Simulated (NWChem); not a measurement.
# r2SCAN/def2-TZVPPD run of BH (SMILES [BH])

Aim: the vertical singlet–triplet gap of BH at r2SCAN/def2-TZVPPD, from 2 runs. 

The calculation is run with NWChem 7.3.0.

2 further runs of the same task are left out: 2 set aside as unsound or not needed.

## (1) The system as given

BH has 2 atoms, charge 0, and is taken as a singlet. As SMILES, `[BH]`. Geometry: the measured bond length.

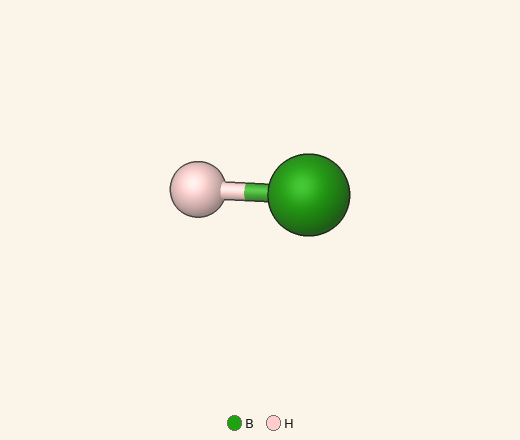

The structure, seen from a chosen angle (boron green, hydrogen pink).

## (2) Energy and forces at r2SCAN/def2-TZVPPD

Input file bh.nw:

```
start bh
title "BH"
memory 2200 mb
charge 0
geometry units angstrom noautosym nocenter noautoz
  B     0.000000    0.000000    0.000000
  H     0.000000    0.000000    1.232400
end
basis "ao basis" spherical bse
  * library def2-TZVPPD
end
dft
  xc r2scan
  mult 1
  grid xfine
  convergence energy 1e-08
  maxiter 100
  mulliken
end
task dft gradient
```

Launch:

```sh
$ nwchem bh.nw > bh.out
```

What it wrote:

```text
[...]
          Wavefunction type:  closed shell.
          No. of atoms     :     2
          No. of electrons :     6
[...]
          Charge           :     0
          Spin multiplicity:     1
[...]
          AO basis - number of functions:    54
[...]
              XC Information
              --------------
                      r^2SCAN Method XC Functional
               r^2SCAN metaGGA Exchange Functional  1.000
                     r^2SCAN Correlation Potential  1.000
[...]
 d= 0,ls=0.0,diis     1    -25.2488138116 -2.74D+01  5.52D-03  7.04D-02     1.2
[...]
 d= 0,ls=0.0,diis     7    -25.2632365163 -8.09D-10  1.23D-06  2.66D-11     7.3
         Total DFT energy =      -25.263236516301
      One electron energy =      -37.226124350069
           Coulomb energy =       14.078401004772
    Exchange-Corr. energy =       -4.262451052373
 Nuclear repulsion energy =        2.146937881368
[...]
      Total Density - Mulliken Population Analysis
     ---------------------------------------------
    Atom       Charge   Shell Charges
 -----------   ------   -------------------------------------------------------
    1 B    5     4.99   0.92  1.05  0.69  0.91  0.20  0.02  0.50  0.52  0.15  0.01  0.02  0.00  0.00
    2 H    1     1.01   0.26  0.52  0.20  0.00  0.02  0.01  0.00
[...]
  wavefunction    = closed shell
                         DFT ENERGY GRADIENTS
    atom               coordinates                        gradient
                 x          y          z           x          y          z
   1 B       0.000000   0.000000   0.000000   -0.000000   0.000000   0.003290
   2 H       0.000000   0.000000   2.328898    0.000000  -0.000000  -0.003290
[...]
```

Run time: 11 s. Hardware: 1 thread of Intel Xeon Platinum 8259CL at 2.50GHz (Skylake/Cascade Lake), shared host; peak memory 0.12 GiB.

## (3) The triplet: a single-point energy at U-r2SCAN/def2-TZVPPD

Input file run.py:

```python
from ase import Atoms
from ase.calculators.nwchem import NWChem

system = Atoms(['B', 'H'], positions=[
    [0.000000, 0.000000, 0.000000],
    [0.000000, 0.000000, 1.232400],
])

calc = NWChem(
    label='test',
    theory='dft',
    memory='2200 mb',
    basis='def2-TZVPPD',
    basispar='spherical bse',
    dft={'xc': 'r2scan', 'mult': '3', 'grid': 'xfine', 'convergence': 'energy 1e-08', 'iterations': '100', 'mulliken': None},
    task='energy',
)
system.calc = calc

print(f"energy = {system.get_potential_energy():.6f} eV")
```

Launch:

```sh
$ export ASE_NWCHEM_COMMAND="nwchem PREFIX.nwi > PREFIX.nwo"
$ python run.py
```

What it wrote:

```text
energy = -686.797047 eV
```

The calculator wrote test.nwi:

```
title "test"

permanent_dir test

scratch_dir test

start test

geometry units angstrom nocenter noautosym noautoz
  B  0.0000000000000000e+00 0.0000000000000000e+00 0.0000000000000000e+00
  H  0.0000000000000000e+00 0.0000000000000000e+00 1.2323999999999999e+00
end

memory 2200 mb

basis spherical bse noprint
   * library def2-TZVPPD
end

dft
  xc r2scan
  mult 3
  grid xfine
  convergence energy 1e-08
  iterations 100
  mulliken
end

task dft energy
```

test.nwo:

```text
Northwest Computational Chemistry Package (NWChem) 7.3.0
             --------------------------------------------------------

           Job information
           ---------------

    nwchem branch   = 7.3.0
    use scalapack   = T
    input           = test.nwi
    prefix          = test.
    data base       = test/test.db
    status          = startup
    nproc           =        1

           Memory information
           ------------------

    heap     =     72089594 doubles =      550.0 Mbytes
    stack    =     72089599 doubles =      550.0 Mbytes
    global   =    144179200 doubles =     1100.0 Mbytes (distinct from heap & stack)
    total    =    288358393 doubles =     2200.0 Mbytes
    verify   = yes
    hardfail = no

           Directory information
           ---------------------

  0 permanent = test
  0 scratch   = test

[... 66 lines left out ...]
  convergence criterion.
[... 17 lines left out ...]
          Convergence on gradient requested:  5.00D-04
[... 22 lines left out ...]
          Convergence aids based upon iterative change in
[... 28 lines left out ...]
 1-e energy   =     -37.010140
[... 55 lines left out ...]
         Total DFT energy =      -25.239326168876
[... 2 lines left out ...]
    Exchange-Corr. energy =       -4.305014617174
[... 406 lines left out ...]
                     DFT Final Beta Molecular Orbital Analysis
[... 458 lines left out ...]
   alpha     51     52     53     54
    beta     51     52     53     54
 overlap   0.999  1.000  1.000  1.000

     --------------------------
     Expectation value of S2:
     --------------------------
      <S2> =      2.0025 (Exact =     2.0000)

 center of mass
 --------------
 x =   0.00000000 y =   0.00000000 z =   0.19531460

 moments of inertia (a.u.)
 ------------------
           5.007781123213           0.000000000000           0.000000000000
           0.000000000000           5.007781123213           0.000000000000
           0.000000000000           0.000000000000           0.000000000000

     Multipole analysis of the density
     ---------------------------------

     L   x y z        total         alpha         beta         nuclear
     -   - - -        -----         -----         ----         -------
     0   0 0 0     -0.000000     -4.000000     -2.000000      6.000000

     1   1 0 0      0.000000     -0.000000      0.000000      0.000000
[... 8 lines of this table left out ...]
     2   0 0 2     -5.485537     -7.484075     -3.425229      5.423767

 Task  times  cpu:       10.2s     wall:       10.2s
 Total times  cpu:       10.3s     wall:       10.3s
```

Run time: 12 s. Hardware: 1 thread of Intel Xeon Platinum 8259CL at 2.50GHz (Skylake/Cascade Lake), shared host; peak memory 0.11 GiB.

## (4) Summary of results

At r2SCAN/def2-TZVPPD:

| quantity | value |
| --- | --- |
| singlet: total energy | -25.26324 Eh |
| singlet: dipole moment | 1.60 D |
| singlet: HOMO energy | -5.72 eV |
| singlet: LUMO energy | -3.13 eV |
| singlet: HOMO–LUMO gap | 2.59 eV |
| singlet: largest force on an atom | 0.169 eV/Å |
| triplet: total energy | -25.23933 Eh |
| triplet: dipole moment | 0.15 D |
| triplet: HOMO energy (highest over α and β) | -4.65 eV |
| triplet: LUMO energy (lowest over α and β) | -3.46 eV |
| triplet: ⟨S²⟩ | 2.002 |
| vertical energy of the triplet above the singlet | 0.651 eV |

**Reading.** At this shape the triplet lies 0.65 eV (15.0 kcal/mol) above the singlet.
